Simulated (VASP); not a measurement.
Band structure of PtSe₂ (1T layered). Level of theory: vdW-DF-cx, VASP's PBE PAW potentials (set 64) (plane waves; VASP).

Unless said otherwise, spin-orbit coupling is left out, though it shifts the bands of the heavy elements here.

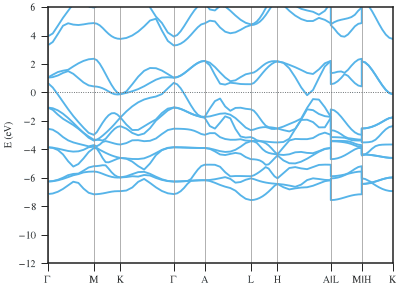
*Bands along high-symmetry lines, zero at the valence-band maximum or, without a gap, the Fermi level*

### Question
Read the plot: is there a gap, and where are the band edges?

### Answer
It has no gap at this level: it comes out as a metal or semimetal. (Edges off the drawn lines would not show.)

The compound is PtSe2 in the 1T layered structure. It was relaxed first.
